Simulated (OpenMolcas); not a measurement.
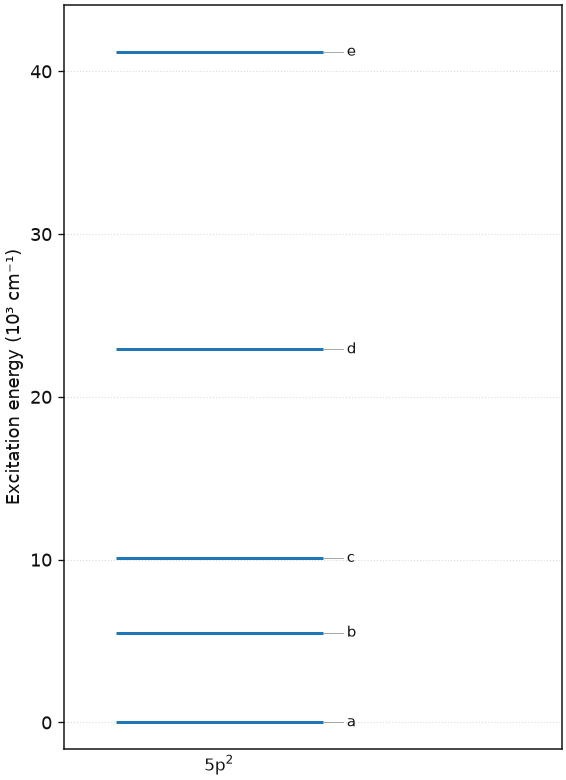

The lowest computed levels of I IV (I³⁺), 5 of them lettered. a: 5p² ³P₀ at 0; b: 5p² ³P₁ at 5,500 cm⁻¹; c: 5p² ³P₂ at 10,100 cm⁻¹; d: 5p² ¹D₂ at 22,900 cm⁻¹; e: 5p² ¹S₀ at 41,200 cm⁻¹.

## Multiconfigurational calculation for I³⁺

System: I³⁺.
Method: state-averaged CASSCF, active space 2 electrons in the shell 5p, basis ANO-R2, X2C scalar Hamiltonian, spin-orbit coupling by RASSI with atomic mean-field integrals (OpenMolcas).

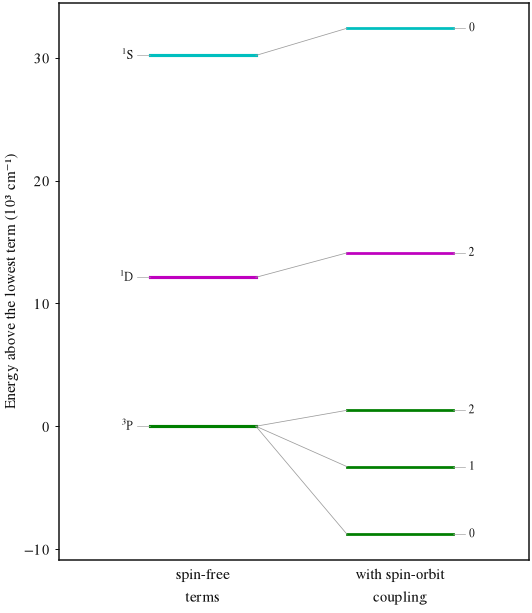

Terms of I IV (I³⁺) without and with spin-orbit coupling; numbers at the right are J. ³P (at 0) splits over 10,100 cm⁻¹ into J = 0, 1, 2 from the bottom up (normal); ¹D (at 12,100 cm⁻¹) gives the one level J = 2; ¹S (at 30,200 cm⁻¹) gives the one level J = 0. The ground level lies 8,800 cm⁻¹ below the lowest term.

Input and output of the run follow.

### The input
```
&GATEWAY
Coord
1

I 0.0 0.0 0.0
Basis=ANO-R2
Group=XYZ
NoMove
AngMom=0.0 0.0 0.0
AMFI
&SEWARD
&RASSCF
FileOrb=start.orb
Symmetry=1
Spin=3
nActEl=2 0 0
Inactive=15 9
Ras2=0 3
CIRoot=3 3 1
SDav=3
CIMx=300
Iter=120 100
PrWF=0.3
OrbListing=Nothing
MaxOrb=0
Atom
>>> COPY $Project.JobIph JOB001
&RASSCF
FileOrb=start.orb
Symmetry=1
Spin=1
nActEl=2 0 0
Inactive=15 9
Ras2=0 3
CIRoot=6 6 1
SDav=6
CIMx=300
Iter=120 100
PrWF=0.3
OrbListing=Nothing
MaxOrb=0
Atom
>>> COPY $Project.JobIph JOB002
&RASSI
NrOfJobIphs=2 3 6
1 2 3
1 2 3 4 5 6
IphNames
JOB001
JOB002
EJob
SpinOrbit
DIPRint=1.0
SOCoupling=1000.0
Subsets=2
MEES
Property=10
'ANGMOM' 1 'ANGMOM' 2 'ANGMOM' 3 'MLTPL  1' 1 'MLTPL  1' 2 'MLTPL  1' 3
'AMFI' 1 'AMFI' 2 'AMFI' 3 'MLTPL  2' 6
SOProperty=3
'ANGMOM' 1 'ANGMOM' 2 'ANGMOM' 3
```

The file start.orb holds starting orbitals from an earlier step. A driver script formed the levels outside the program, from RASSI's spin-orbit matrix and the active-space energies, averaged over the components of each term or state.

Command:
```bash
OMP_NUM_THREADS=1 MOLCAS_MEM=2252 MOLCAS_PROJECT=a pymolcas a.inp > a.log  # once for each step of the input, in one work folder
```

### Output (extracts)
```
--- SEWARD ---
Basis set label: I.ANO-R...7S6P4D2F1G.

      Electronic valence basis set:
      ------------------
      Associated Effective Charge  53.000000 au
      Associated Actual Charge     53.000000 au
      Nuclear Model: Finite nucleus - Gaussian distribution
        Gaussian exponent, Xi/bohr**(-2):  1.84442E+08

      Shell  nPrim  nBasis  Cartesian Spherical Contaminant
         s      23       7        X
         p      18       6        X
         d      12       4                 X
         f       6       2                 X
         g       5       1                 X
                  Relativistic X2C integrals
                  Atomic mean-field integrals
--- RASSCF ---
Wave function specifications:
      -----------------------------

      Number of closed shell electrons          48
      Number of electrons in active shells       2
      Max number of holes in RAS1 space          0
      Max nr of electrons in RAS3 space          0
      Number of inactive orbitals               24
      Number of active orbitals                  3
      Number of secondary orbitals              41
      Spin quantum number                      1.0
      State symmetry                             1
Orbital specifications:
      -----------------------

      Symmetry species                           1   2
                                                ag  au
      Frozen orbitals                            0   0
      Inactive orbitals                         15   9
      Active orbitals                            0   3
      RAS1 orbitals                              0   0
      RAS2 orbitals                              0   3
      RAS3 orbitals                              0   0
      Secondary orbitals                        21  20
      Deleted orbitals                           0   0
      Number of basis functions                 36  32
      Number of CSFs                             3
      Number of root(s) required                 3
      Iter CI   SX   CI       RASSCF       Energy    max ROT     max BLB   max BLB  Level Ln srch  Step   QN
          iter iter root      energy       change     param      element    value   shift minimum  type update
 Nr of preliminary CI iterations:   1
      Total energies have been shifted. Add                -7000.00 au
        1   1    8    0  -110.56967824    0.00E+00   1.65E-01*  15  17 1 -2.12E-01*  0.00   0.00    SX    NO
        2   1    8    0  -110.64381900   -7.41E-02*  7.37E-03   14  27 1  6.24E-02*  0.00   0.00    SX    NO
        3   1    8    0  -110.64669148   -2.87E-03*  4.90E-03   10  23 1 -2.69E-02*  0.00   0.00    SX    NO
        4   1    7    0  -110.64719743   -5.06E-04*  2.27E-03   10  23 1  1.25E-02*  0.00   0.00    SX    NO
        5   1    7    0  -110.64730243   -1.05E-04*  7.25E-04   11  24 1 -5.74E-03*  0.00   0.68    QN   YES
        6   1    5    0  -110.64733084   -2.84E-05* -2.41E-05   15  17 1 -8.15E-05   0.00   1.00    QN   YES
        7   1    3    0  -110.64733084   -4.13E-09  -5.17E-06   15  17 1 -1.38E-05   0.00   1.19    QN   YES
      Convergence after  7 iterations
        8   1    3    0  -110.64733084   -1.52E-10  -5.17E-06    1  17 1 -1.14E-06   0.00   1.19    QN   YES
      Natural orbitals and occupation numbers for root  1
      sym 2:   1.000000   0.000000   1.000000
      Natural orbitals and occupation numbers for root  2
      sym 2:   1.000000   1.000000   0.000000
      Natural orbitals and occupation numbers for root  3
      sym 2:   0.000000   1.000000   1.000000
::    RASSCF root number  1 Total energy:  -7110.64733084
::    RASSCF root number  2 Total energy:  -7110.64733084
::    RASSCF root number  3 Total energy:  -7110.64733084
--- RASSCF ---
Wave function specifications:
      -----------------------------

      Number of closed shell electrons          48
      Number of electrons in active shells       2
      Max number of holes in RAS1 space          0
      Max nr of electrons in RAS3 space          0
      Number of inactive orbitals               24
      Number of active orbitals                  3
      Number of secondary orbitals              41
      Spin quantum number                      0.0
      State symmetry                             1
Orbital specifications:
      -----------------------

      Symmetry species                           1   2
                                                ag  au
      Frozen orbitals                            0   0
      Inactive orbitals                         15   9
      Active orbitals                            0   3
      RAS1 orbitals                              0   0
      RAS2 orbitals                              0   3
      RAS3 orbitals                              0   0
      Secondary orbitals                        21  20
      Deleted orbitals                           0   0
      Number of basis functions                 36  32
      Number of CSFs                             6
      Number of root(s) required                 6
      Iter CI   SX   CI       RASSCF       Energy    max ROT     max BLB   max BLB  Level Ln srch  Step   QN
          iter iter root      energy       change     param      element    value   shift minimum  type update
 Nr of preliminary CI iterations:   1
      Total energies have been shifted. Add                -7000.00 au
        1   1    6    0  -110.57801137    0.00E+00  -1.41E-02   10  13 2 -7.05E-03*  0.00   0.00    SX    NO
        2   1    7    0  -110.57837244   -3.61E-04*  6.07E-04   15  17 1 -2.24E-03*  0.00   0.00    SX    NO
        3   1    6    0  -110.57837504   -2.60E-06*  1.75E-04   14  25 1  6.44E-04*  0.00   0.00    SX    NO
        4   1    6    0  -110.57837537   -3.23E-07*  5.76E-05   14  25 1 -2.95E-04*  0.00   0.00    SX    NO
        5   1    6    0  -110.57837543   -6.73E-08*  1.92E-05   14  25 1  1.38E-04*  0.00   0.68    QN   YES
        6   1    3    0  -110.57837545   -1.84E-08*  4.02E-07   15  17 1 -1.79E-06   0.00   1.00    QN   YES
        7   1    2    0  -110.57837545    1.00E-11   5.94E-08   15  17 1 -3.12E-07   0.00   0.03    QN   YES
      Convergence after  7 iterations
        8   1    2    0  -110.57837545   -1.55E-11   5.94E-08   15  17 1 -9.63E-08   0.00   0.03    QN   YES
      Natural orbitals and occupation numbers for root  1
      sym 2:   0.998917   1.001082   0.000001
      Natural orbitals and occupation numbers for root  2
      sym 2:   1.075487   0.006205   0.918308
      Natural orbitals and occupation numbers for root  3
      sym 2:   0.003533   1.057593   0.938874
::    RASSCF root number  1 Total energy:  -7110.59209168
::    RASSCF root number  2 Total energy:  -7110.59209168
::    RASSCF root number  3 Total energy:  -7110.59209168
::    RASSCF root number  4 Total energy:  -7110.59209168
::    RASSCF root number  5 Total energy:  -7110.59209168
::    RASSCF root number  6 Total energy:  -7110.50979433
--- RASSI ---
SPIN-FREE ENERGIES:
  (Shifted by EMIN (a.u.) =      -7110.6473308426)

 SF State       Relative EMIN(au)   Rel lowest level(eV)    D:o, cm**(-1)      L_eff

     1             0.0000000000        0.0000000000              0.0000         1.0
     2             0.0000000000        0.0000000000              0.0000         1.0
     3             0.0000000000        0.0000000000              0.0000         1.0
     4             0.0552391657        1.5031342727          12123.5955         2.0
     5             0.0552391657        1.5031342727          12123.5955         2.0
     6             0.0552391657        1.5031342727          12123.5955         2.0
     7             0.0552391657        1.5031342727          12123.5955         2.0
     8             0.0552391657        1.5031342727          12123.5955         2.0
     9             0.1375365134        3.7425591899          30185.7756         0.0
     Dipole printing threshold changed to   1.00000000E+00
Eigenvalues of complex Hamiltonian:
   -----------------------------------
  (Shifted by EMIN (a.u.) =      -7110.6473308426)

 SO State       Relative EMIN(au)   Rel lowest level(eV)    D:o, cm**(-1)     J-value

     1            -0.0400744812        0.0000000000              0.0000         0.0
     2            -0.0149954100        0.6824362953           5504.2199         1.0
     3            -0.0149954100        0.6824362953           5504.2199         0.6
     4            -0.0149954100        0.6824362953           5504.2199         0.6
     5             0.0059174206        1.2515034047          10094.0557         1.2
     6             0.0059174206        1.2515034047          10094.0557         1.8
     7             0.0059174206        1.2515034047          10094.0557         1.1
     8             0.0059174206        1.2515034047          10094.0557         1.8
     9             0.0059174206        1.2515034047          10094.0557         1.8
    10             0.0643171551        2.8406411364          22911.3159         1.7
    11             0.0643171551        2.8406411364          22911.3159         1.4
    12             0.0643171551        2.8406411364          22911.3159         1.7
    13             0.0643171551        2.8406411364          22911.3159         1.5
    14             0.0643171551        2.8406411364          22911.3159         1.4
    15             0.1476201747        5.1074317805          41194.2154         0.0
Weights of the five most important spin-orbit-free states for each spin-orbit state.

 SO State  Total energy (au)           Spin-free states, spin, and weights
 -------------------------------------------------------------------------------------------------------
    1        -0.040074       1 1.0  0.3154    2 1.0  0.3154    3 1.0  0.3154    9 0.0  0.0537    8 0.0  0.0000
    2        -0.014995       3 1.0  0.4999    2 1.0  0.4956    1 1.0  0.0045    7 0.0  0.0000    5 0.0  0.0000
    3        -0.014995       1 1.0  0.4958    3 1.0  0.4952    2 1.0  0.0089    9 0.0  0.0000    8 0.0  0.0000
    4        -0.014995       1 1.0  0.4997    2 1.0  0.4954    3 1.0  0.0049    8 0.0  0.0000    4 0.0  0.0000
    5         0.005917       3 1.0  0.5001    2 1.0  0.2723    1 1.0  0.0721    4 0.0  0.0630    5 0.0  0.0387
    6         0.005917       1 1.0  0.4232    2 1.0  0.4208    8 0.0  0.1144    4 0.0  0.0387    6 0.0  0.0019
    7         0.005917       3 1.0  0.4841    2 1.0  0.3070    1 1.0  0.0534    4 0.0  0.0502    5 0.0  0.0476
    8         0.005917       3 1.0  0.4216    1 1.0  0.4186    7 0.0  0.0857    5 0.0  0.0665    2 1.0  0.0043
    9         0.005917       1 1.0  0.4402    2 1.0  0.4032    6 0.0  0.1483    4 0.0  0.0035    5 0.0  0.0025
   10         0.064317       8 0.0  0.8444    2 1.0  0.0744    1 1.0  0.0546    3 1.0  0.0264    7 0.0  0.0001
   11         0.064317       7 0.0  0.8443    3 1.0  0.0772    1 1.0  0.0508    2 1.0  0.0274    6 0.0  0.0001
   12         0.064317       6 0.0  0.8435    2 1.0  0.0809    1 1.0  0.0726    3 1.0  0.0019    4 0.0  0.0006
```

### Spin-orbit levels, grouped by J and assigned

| Configuration | Level | E (eV) | LS purity (%) | Landé g |
| --- | --- | --- | --- | --- |
| 5p² | ³P₀ | 0 | 95 | – |
| 5p² | ³P₁ | 0.6824 | 100 | 1.501 |
| 5p² | ³P₂ | 1.252 | 84 | 1.423 |
| 5p² | ¹D₂ | 2.841 | 84 | 1.078 |
| 5p² | ¹S₀ | 5.107 | 95 | – |

### Summary

```
                                 quantity                                                                  value
                                  outcome                                                              converged
                             lowest level                                                                5p² ³P₀
                      first excited level                                                    5p² ³P₁, 5,504 cm⁻¹
      energy of the lowest spin-free term                                                    −7110.64733 hartree
    energy of the lowest spin-orbit level                                                    −7110.68741 hartree
largest spread among components of a term                                                               0.0 cm⁻¹
                                 hardware  1 thread of Arm Neoverse V1, 112 GiB of memory available, shared host
                                wall time                                                                  3.2 s
```

### Remarks

Without dynamic correlation the splittings between terms come out too large, often by 20 to 50 %. To bear in mind: closed s shell leaves the highest p terms too high; only configurations of the active space are included.
